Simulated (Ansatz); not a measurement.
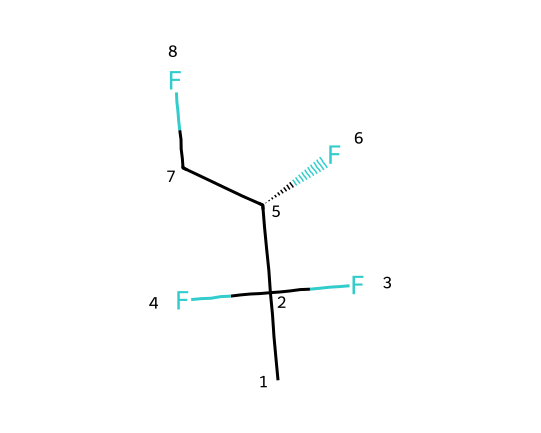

A structural formula, with wedges where it has stereocentres; small numbers name the atoms. The configuration is that of a computed structure (PBE0-D4/def2-TZVP).

**Assign CIP descriptors.**

C5: S.
